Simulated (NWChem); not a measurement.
# PWB6K-D3(0)/MINI run of BClH3N (SMILES NBCl)

What is the vertical ionisation energy of BClH3N at PWB6K-D3(0)/MINI? 

Program for the calculation: NWChem 7.3.0.

### 1 Starting point

BClH3N has 6 atoms, charge 0, and is taken as a singlet. As SMILES, `NBCl`. The shape is that of a PBE0-D4/def2-TZVP optimisation.

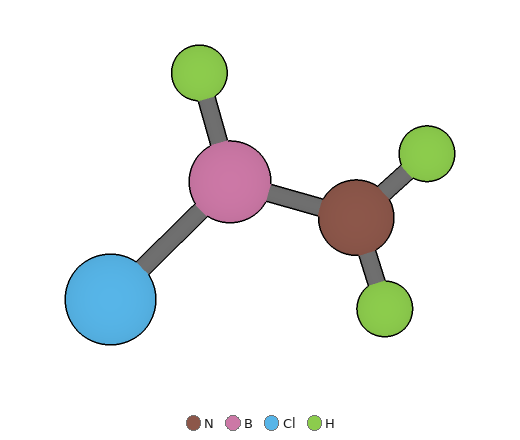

The structure, seen from a chosen angle (nitrogen brown, boron pink, chlorine blue, hydrogen green).

### 2 Energy and forces at PWB6K-D3(0)/MINI

File bclh3n.nw:

```
start bclh3n
memory 2200 mb
charge 0

geometry units angstroms
  zmatrix
    N
    B 1 1.382693
    Cl 2 1.767892 1 119.71538
    H 1 1.005162 2 122.18092 3 179.98562
    H 1 1.006328 4 114.654 2 -179.99702
    H 2 1.190998 1 121.49681 4 -0.00695
  end
end

basis spherical bse
  N library MINI
  B library MINI
  Cl library MINI
  H library MINI
end

dft
  xc pwb6k
  disp vdw 3
  grid coarse
  direct
  print medium
end

task dft gradient
```

Command:

```
$ nwchem bclh3n.nw > bclh3n.out
```

Log, shortened:

```text
[...]
      One electron energy =     -909.300263163334
[... 1 line left out ...]
    Exchange-Corr. energy =      -40.377922557054
[... 16 lines left out ...]
                       DFT Final Molecular Orbital Analysis
[... 224 lines left out ...]
          Convergence on density requested:  1.00D-05
[...]
  wavefunction    = closed shell
[...]
                         DFT ENERGY GRADIENTS
    atom               coordinates                        gradient
                 x          y          z           x          y          z
   1 N       0.518402   3.062624   0.000000    0.022054   0.028389   0.000000
   2 B      -1.093227   1.005938   0.000000   -0.009398  -0.019795   0.000000
   3 Cl      0.169195  -2.087191   0.000000   -0.027186   0.066896   0.000000
   4 H      -0.123049   4.850519   0.000000    0.031339  -0.077032   0.000000
   5 H       2.413086   2.899615   0.000000   -0.081691   0.010444   0.000000
   6 H      -3.329036   1.264060   0.000000    0.064883  -0.008902   0.000000
[...]
```

Run time: 1.8 s. Hardware: 1 thread of Intel Xeon Platinum 8275CL at 3.00GHz (Skylake/Cascade Lake), shared host; peak memory 0.11 GiB.

### 3 The doublet cation at the same level

File sp.xyz:

```xyz
6
BClH3N gradient
N     -0.395600    -0.007800    -0.658000
B      0.369600    -0.158900     0.483700
Cl     0.529900     1.189300     1.616000
H     -0.511800    -0.749300    -1.326600
H     -0.878600     0.844500    -0.888200
H      0.928800    -1.181900     0.727100
```

File run.py:

```python
from ase.io import read
from ase.calculators.nwchem import NWChem

mol = read('sp.xyz')

calc = NWChem(
    label='sp',
    theory='dft',
    memory='2200 mb',
    basis='MINI',
    basispar='spherical bse',
    charge=1,
    dft={'xc': 'pwb6k', 'mult': '2', 'disp': 'vdw 3', 'grid': 'coarse', 'direct': None, 'iterations': '150', 'print': 'low'},
)
mol.calc = calc

forces = mol.get_forces()
print(f"energy = {mol.get_potential_energy():.6f} eV")
print("forces (eV/A):")
for s, f in zip(mol.symbols, forces):
    print(f"{s:2s} {f[0]:10.5f} {f[1]:10.5f} {f[2]:10.5f}")
```

Command:

```
$ export ASE_NWCHEM_COMMAND="nwchem PREFIX.nwi > PREFIX.nwo"
$ python run.py
```

Log:

```text
energy = -14656.451887 eV
forces (eV/A):
N     1.88107    0.10644    3.11222
B    -2.29353   -0.47077   -4.02198
Cl    0.78465    3.89178    3.79078
H    -0.43416   -3.77032   -3.14441
H    -2.35045    4.00023   -1.21392
H     2.41241   -3.75731    1.47730
```

The calculator wrote sp.nwi:

```
title "sp"

permanent_dir sp

scratch_dir sp

start sp

geometry units angstrom nocenter noautosym noautoz
  N  -3.9560000000000001e-01 -7.7999999999999996e-03 -6.5800000000000003e-01
  B  3.6959999999999998e-01 -1.5890000000000001e-01 4.8370000000000002e-01
  Cl 5.2990000000000004e-01 1.1893000000000000e+00 1.6160000000000001e+00
  H  -5.1180000000000003e-01 -7.4929999999999997e-01 -1.3266000000000000e+00
  H  -8.7860000000000005e-01 8.4450000000000003e-01 -8.8819999999999999e-01
  H  9.2879999999999996e-01 -1.1819000000000000e+00 7.2709999999999997e-01
end

charge 1

memory 2200 mb

basis spherical bse noprint
   * library MINI
end

dft
  xc pwb6k
  mult 2
  disp vdw 3
  grid coarse
  direct
  iterations 150
  print low
end

task dft gradient
```

sp.nwo, shortened:

```text
[...]
 d= 0,ls=0.0,diis     1   -538.4859828129 -6.24D+02  5.05D-02  1.10D-01     0.3
[...]
 d= 0,ls=0.5,diis     7   -538.6120725698 -3.81D-03  1.64D-03  6.24D-04     1.3
[...]
         Total DFT energy =     -538.614676722651
      One electron energy =     -897.957918357274
           Coulomb energy =      313.821529579511
    Exchange-Corr. energy =      -39.875802572615
 Nuclear repulsion energy =       85.398159723258
    Dispersion correction =       -0.000645095529
[...]
      <S2> =      0.7516 (Exact =     0.7500)
                         DFT ENERGY GRADIENTS
    atom               coordinates                        gradient
                 x          y          z           x          y          z
   1 N      -0.747576  -0.014740  -1.243440   -0.036581  -0.002070  -0.060523
   2 B       0.698443  -0.300277   0.914060    0.044602   0.009155   0.078215
   3 Cl      1.001366   2.247451   3.053797   -0.015259  -0.075683  -0.073719
   4 H      -0.967162  -1.415972  -2.506910    0.008443   0.073321   0.061149
   5 H      -1.660313   1.595874  -1.678455    0.045709  -0.077792   0.023607
   6 H       1.755177  -2.233467   1.374020   -0.046914   0.073068  -0.028729
 Task  times  cpu:        5.8s     wall:        5.8s
 Total times  cpu:        5.8s     wall:        5.8s
```

Wall time 7.2 s (1 thread of Intel Xeon Platinum 8275CL at 3.00GHz (Skylake/Cascade Lake), shared host); peak memory 0.11 GiB.

### 4 What came out

At PWB6K-D3(0)/MINI:

| quantity | value |
| --- | --- |
| singlet BClH3N: total energy | -539.08409 Eh |
| singlet BClH3N: dipole moment | 3.47 D |
| singlet BClH3N: HOMO energy | -10.47 eV |
| singlet BClH3N: LUMO energy | -0.20 eV |
| singlet BClH3N: HOMO–LUMO gap | 10.27 eV |
| singlet BClH3N: dispersion energy | -1.69 kJ/mol |
| singlet BClH3N: largest force on an atom | 4.276 eV/Å |
| doublet cation: total energy | -538.61468 Eh |
| doublet cation: dispersion energy | -1.69 kJ/mol |
| doublet cation: ⟨S²⟩ | 0.752 |
| doublet cation: largest force on an atom | 5.489 eV/Å |
| vertical ionisation energy (to the doublet cation) | 12.773 eV |

**Reading.** Removing an electron at fixed nuclei costs 12.77 eV (1232 kJ/mol). The largest force (singlet BClH3N) is 4.28 eV/Å: the shape isn't a stationary point for this species at this level. −ε(HOMO) before ionisation, 10.47 eV, is 2.30 eV below this ionisation energy.
